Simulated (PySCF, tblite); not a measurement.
# C₆H₆FN: dynamics, then NMR shifts on frames, part 2 of 2

tblite 0.8.0 and PySCF 2.14.0. Atoms count from 0. The steps go on from the part before.

### 5 Nuclear shieldings: 625 fs, PBE0/pcSseg-1

What the job is given:

```
{"job": {"kind": "nmr", "xc": "PBE0", "basis": "pcSseg-1", "pop": false}, "charge": 0, "multiplicity": 1}
C      2.615500    -1.918300     0.103700
C      1.898400    -0.968400    -0.092800
C      0.950400     0.111300    -0.395500
C     -0.284800    -0.423500    -1.000700
C     -1.270700    -0.423400    -0.147300
F     -2.533000    -0.740900    -0.325300
C     -0.906800     0.151700     1.195100
N      0.454300     0.669400     0.913900
H      3.104600    -2.766400     0.426800
H      1.394900     1.022500    -0.945700
H     -0.253200    -0.752700    -2.019700
H     -0.999300    -0.604500     1.965300
H     -1.658200     0.946700     1.518500
H      1.126100     0.569800     1.616300
```

With the program's defaults for keys left out, this is: GIAO PBE0/pcSseg-1 NMR shielding, non-relativistic, gas phase.

Standard output:

```text
coarse grid: 12384 points
cycle   1  E = -386.1181767368  dE =  1.357e+00  |g| = 5.514e-01  |ddm| = 3.640e+00
cycle   2  E = -386.1009257910  dE =  1.725e-02  |g| = 6.443e-01  |ddm| = 9.917e-01
cycle   3  E = -386.1787714324  dE = -7.785e-02  |g| = 1.016e-01  |ddm| = 5.065e-01
cycle   4  E = -386.1807291371  dE = -1.958e-03  |g| = 4.617e-02  |ddm| = 1.116e-01
cycle   5  E = -386.1811478560  dE = -4.187e-04  |g| = 2.025e-02  |ddm| = 4.414e-02
cycle   6  E = -386.1812391770  dE = -9.132e-05  |g| = 5.545e-03  |ddm| = 1.765e-02
cycle   7  E = -386.1812457770  dE = -6.600e-06  |g| = 1.908e-03  |ddm| = 5.615e-03
final grid: 122080 points
cycle   8  E = -386.2361665847  dE = -3.647e-05  |g| = 6.407e-03  |ddm| = 4.616e-02
cycle   9  E = -386.2361615142  dE =  5.071e-06  |g| = 8.195e-03  |ddm| = 1.342e-02
cycle  10  E = -386.2361764208  dE = -1.491e-05  |g| = 1.160e-03  |ddm| = 7.760e-03
cycle  11  E = -386.2361766752  dE = -2.544e-07  |g| = 3.174e-04  |ddm| = 1.108e-03
cycle  12  E = -386.2361766899  dE = -1.469e-08  |g| = 1.981e-04  |ddm| = 3.348e-04
cycle  13  E = -386.2361766991  dE = -9.199e-09  |g| = 3.938e-05  |ddm| = 1.630e-04
cycle  14  E = -386.2361766994  dE = -3.043e-10  |g| = 1.508e-05  |ddm| = 4.491e-05
converged SCF energy = -386.2361766994

GIAO shielding tensors (ppm)
atom      isotropic    diamagn.    paramagn.     s11        s22        s33       span
  0 C      106.009     260.789    -154.779     43.589     47.124    227.314    183.725
  1 C       96.342     265.339    -168.998     -8.095     -3.582    300.701    308.796
  2 C      126.250     239.335    -113.085    108.451    123.953    146.345     37.894
  3 C       84.988     257.439    -172.450      0.549    104.975    149.440    148.891
  4 C       18.488     251.679    -233.191    -66.360     53.562     68.262    134.622
  5 F      304.014     471.348    -167.334    197.783    274.682    439.579    241.796
  6 C      130.889     245.750    -114.861    105.734    124.974    161.960     56.226
  7 N      208.738     320.542    -111.804    140.991    211.442    273.780    132.788
  8 H       30.095      34.701      -4.606     25.530     25.584     39.171     13.641
  9 H       25.365      25.843      -0.478     20.724     23.747     31.626     10.902
 10 H       26.941      30.321      -3.381     24.510     26.654     29.657      5.147
 11 H       27.774      28.896      -1.123     24.622     26.434     32.265      7.643
 12 H       27.056      26.941       0.115     23.026     25.197     32.947      9.921
 13 H       31.882      33.379      -1.497     24.030     31.245     40.372     16.342
```

Wall time 14 s (1 thread of Intel Xeon 6975P-C, shared host); peak memory 0.76 GiB.

This run: δ C4 168.4, C3 101.9, C1 90.6, C0 80.9, H9 6.35, H10 4.78 ppm.

### 6 NMR shieldings: 800 fs, PBE0/pcSseg-1

What the job is given:

```
{"job": {"kind": "nmr", "xc": "PBE0", "basis": "pcSseg-1", "pop": false}, "charge": 0, "multiplicity": 1}
C      2.535200    -2.128500     0.262900
C      1.943300    -1.149100    -0.120500
C      1.097200     0.010200    -0.339800
C     -0.231400    -0.421600    -0.893200
C     -1.113800    -0.249500     0.083100
F     -2.418600    -0.615300    -0.059100
C     -0.590500     0.378400     1.296700
N      0.763800     0.681700     0.871400
H      3.002600    -3.007700     0.567200
H      1.734500     0.645900    -1.027100
H     -0.305300    -0.814600    -1.898100
H     -0.605400    -0.286300     2.156700
H     -1.223500     1.282300     1.491100
H      1.446600     0.442600     1.544800
```

With the program's defaults for keys left out, this is: GIAO PBE0/pcSseg-1 NMR shielding, non-relativistic, gas phase.

Standard output:

```text
coarse grid: 12384 points
cycle   1  E = -386.1198213565  dE =  1.440e+00  |g| = 5.596e-01  |ddm| = 3.626e+00
cycle   2  E = -386.0951938707  dE =  2.463e-02  |g| = 6.912e-01  |ddm| = 1.146e+00
cycle   3  E = -386.1822301463  dE = -8.704e-02  |g| = 1.066e-01  |ddm| = 5.749e-01
cycle   4  E = -386.1845624474  dE = -2.332e-03  |g| = 3.613e-02  |ddm| = 1.210e-01
cycle   5  E = -386.1848438176  dE = -2.814e-04  |g| = 1.131e-02  |ddm| = 4.007e-02
cycle   6  E = -386.1848669228  dE = -2.311e-05  |g| = 4.328e-03  |ddm| = 1.281e-02
cycle   7  E = -386.1848707246  dE = -3.802e-06  |g| = 1.629e-03  |ddm| = 3.813e-03
final grid: 122080 points
cycle   8  E = -386.2386932953  dE = -3.542e-05  |g| = 7.883e-03  |ddm| = 3.799e-02
cycle   9  E = -386.2386794872  dE =  1.381e-05  |g| = 1.158e-02  |ddm| = 1.625e-02
cycle  10  E = -386.2387066961  dE = -2.721e-05  |g| = 1.963e-03  |ddm| = 9.278e-03
cycle  11  E = -386.2387075476  dE = -8.515e-07  |g| = 6.657e-04  |ddm| = 1.918e-03
cycle  12  E = -386.2387076447  dE = -9.709e-08  |g| = 1.707e-04  |ddm| = 6.158e-04
cycle  13  E = -386.2387076498  dE = -5.129e-09  |g| = 2.812e-05  |ddm| = 1.328e-04
cycle  14  E = -386.2387076500  dE = -1.456e-10  |g| = 9.726e-06  |ddm| = 3.338e-05
converged SCF energy = -386.2387076500

GIAO shielding tensors (ppm)
atom      isotropic    diamagn.    paramagn.     s11        s22        s33       span
  0 C      105.792     257.473    -151.681     41.563     47.005    228.807    187.244
  1 C       92.882     270.913    -178.031    -15.064     -7.944    301.654    316.718
  2 C      133.653     236.442    -102.789    118.799    124.214    157.946     39.148
  3 C       72.500     256.358    -183.858    -15.064     92.251    140.313    155.377
  4 C       13.301     251.221    -237.920    -80.457     49.801     70.560    151.016
  5 F      299.145     472.137    -172.992    178.997    297.120    421.317    242.320
  6 C      137.393     246.433    -109.040    115.117    135.544    161.518     46.401
  7 N      218.324     320.646    -102.322    155.667    215.627    283.678    128.012
  8 H       29.916      33.960      -4.044     25.294     25.344     39.110     13.816
  9 H       26.539      25.581       0.958     21.435     25.367     32.813     11.377
 10 H       26.069      30.481      -4.412     23.900     26.114     28.193      4.293
 11 H       27.480      28.521      -1.041     23.528     26.360     32.552      9.024
 12 H       27.218      26.757       0.462     23.058     25.063     33.534     10.476
 13 H       31.710      32.850      -1.140     23.122     31.711     40.297     17.174
```

Wall time 15 s (1 thread of Intel Xeon 6975P-C, shared host); peak memory 0.76 GiB.

This run: δ C4 173.6, C3 114.4, C1 94.0, C0 81.1, H10 5.65, H9 5.18 ppm.

### 7 NMR shieldings: 1000 fs, PBE0/pcSseg-1

What the job is given:

```
{"job": {"kind": "nmr", "xc": "PBE0", "basis": "pcSseg-1", "pop": false}, "charge": 0, "multiplicity": 1}
C      2.704000    -2.015300     0.528300
C      1.957100    -1.173400     0.166100
C      1.163000     0.021500    -0.021900
C     -0.081500    -0.322800    -0.813800
C     -1.164800    -0.250600    -0.057100
F     -2.423300    -0.500600    -0.465000
C     -0.868200     0.129600     1.356800
N      0.602900     0.412400     1.308200
H      3.284700    -2.799700     0.947800
H      1.774300     0.891300    -0.342300
H     -0.131400    -0.698100    -1.814300
H     -1.066400    -0.700000     1.975900
H     -1.388000     1.055500     1.742100
H      1.149100     0.019000     2.079000
```

With the program's defaults for keys left out, this is: GIAO PBE0/pcSseg-1 NMR shielding, non-relativistic, gas phase.

Standard output:

```text
coarse grid: 12384 points
cycle   1  E = -386.1148026173  dE =  1.309e+00  |g| = 5.637e-01  |ddm| = 3.647e+00
cycle   2  E = -386.0943785285  dE =  2.042e-02  |g| = 6.721e-01  |ddm| = 1.125e+00
cycle   3  E = -386.1786255561  dE = -8.425e-02  |g| = 1.064e-01  |ddm| = 5.740e-01
cycle   4  E = -386.1809251409  dE = -2.300e-03  |g| = 3.618e-02  |ddm| = 1.187e-01
cycle   5  E = -386.1812099513  dE = -2.848e-04  |g| = 1.186e-02  |ddm| = 3.874e-02
cycle   6  E = -386.1812353095  dE = -2.536e-05  |g| = 5.088e-03  |ddm| = 1.565e-02
cycle   7  E = -386.1812406721  dE = -5.363e-06  |g| = 1.742e-03  |ddm| = 5.303e-03
final grid: 122080 points
cycle   8  E = -386.2365727746  dE = -3.530e-05  |g| = 8.272e-03  |ddm| = 4.290e-02
cycle   9  E = -386.2365446867  dE =  2.809e-05  |g| = 1.399e-02  |ddm| = 1.886e-02
cycle  10  E = -386.2365880099  dE = -4.332e-05  |g| = 2.487e-03  |ddm| = 1.200e-02
cycle  11  E = -386.2365894384  dE = -1.429e-06  |g| = 5.645e-04  |ddm| = 2.027e-03
cycle  12  E = -386.2365895029  dE = -6.449e-08  |g| = 1.608e-04  |ddm| = 5.691e-04
cycle  13  E = -386.2365895073  dE = -4.473e-09  |g| = 3.010e-05  |ddm| = 1.567e-04
cycle  14  E = -386.2365895075  dE = -1.593e-10  |g| = 1.084e-05  |ddm| = 4.063e-05
converged SCF energy = -386.2365895075

GIAO shielding tensors (ppm)
atom      isotropic    diamagn.    paramagn.     s11        s22        s33       span
  0 C      106.450     259.386    -152.936     41.395     49.810    228.146    186.751
  1 C       96.527     265.559    -169.032    -14.839      2.582    301.839    316.678
  2 C      132.123     236.375    -104.253    112.494    129.342    154.532     42.038
  3 C       74.811     255.936    -181.125    -21.781    108.765    137.450    159.231
  4 C       10.342     252.092    -241.750    -86.769     50.980     66.814    153.583
  5 F      301.561     472.066    -170.506    193.876    289.009    421.797    227.921
  6 C      133.346     246.742    -113.396    105.976    133.897    160.165     54.189
  7 N      195.337     322.677    -127.340    118.533    203.726    263.752    145.219
  8 H       29.295      33.223      -3.928     24.721     25.074     38.089     13.367
  9 H       26.067      26.764      -0.698     21.287     24.709     32.204     10.917
 10 H       26.466      30.185      -3.719     23.960     25.970     29.467      5.507
 11 H       28.170      29.521      -1.351     24.661     27.027     32.821      8.161
 12 H       26.843      26.945      -0.101     21.863     25.514     33.153     11.290
 13 H       30.553      32.015      -1.462     23.032     30.948     37.680     14.648
```

Run time: 15 s. Hardware: 1 thread of Intel Xeon 6975P-C, shared host; peak memory 0.76 GiB.

Key values: δ C4 176.6, C3 112.1, C1 90.4, C0 80.5, H9 5.65, H10 5.25 ppm.

### 8 Run by run: NMR shifts

Shifts (ppm) of some atoms, chosen among heavy atoms and hydrogens apart, with basis size and wall time:

```
  frame     C4     C3    C2    H8    H13      F5    N7  functions  time
 250 fs  180.6  110.8  55.8  3.27   1.02  -128.7  54.3        166  15 s
 425 fs  184.8  112.7  59.7  1.34   2.00  -114.1  58.7        166  15 s
 625 fs  168.4  101.9  60.7  1.62  -0.17  -133.1  59.0        166  14 s
 800 fs  173.6  114.4  53.3  1.80   0.01  -128.2  49.4        166  15 s
1000 fs  176.6  112.1  54.8  2.42   1.16  -130.6  72.4        166  15 s
```

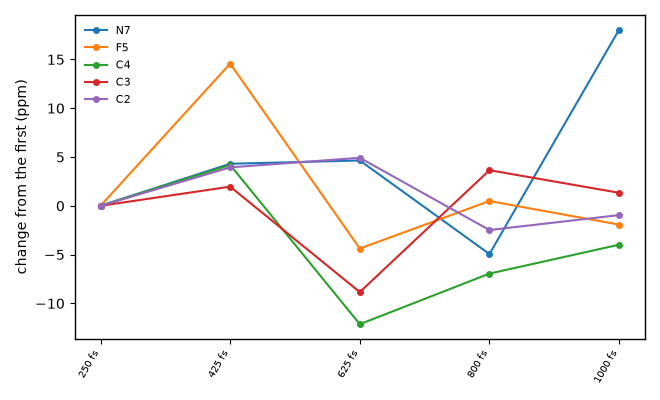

How five of the tabulated atoms move from run to run.

### 9 Outcome

What follows sums up all 2 parts.

```
                                        quantity                                     value
                                      thermostat                                     200 K
                   mean temperature, second half                                     185 K
         mean potential energy above the minimum                                   0.30 eV
  13C shifts against TMS (PBE0/pcSseg-1, 250 fs)  180.6, 110.8, 91.5, 80.2, 55.8, 51.0 ppm
   1H shifts against TMS (PBE0/pcSseg-1, 250 fs)    5.13, 4.65, 4.51, 4.13, 3.27, 1.02 ppm
19F shifts against CFCl3 (PBE0/pcSseg-1, 250 fs)                                -128.7 ppm
  15N shifts against NH3 (PBE0/pcSseg-1, 250 fs)                                  54.3 ppm
                        range of the shift of N7                          49.4 to 72.4 ppm
```

In words: In the second half the potential energy averages 0.30 eV above the minimum; equipartition over 36 harmonic modes at 200 K would give 0.31 eV. With 14 atoms the temperature swings widely (114 to 291 K). Shifts at one fixed geometry are not the observed spectrum, which averages over the motion. In the first frame run (250 fs): The largest span, 307 ppm, is at C1, where the paramagnetic term is -175 ppm. Across the 5 runs the shift of N7 moves most, between 49.4 (800 fs) and 72.4 ppm (1000 fs).
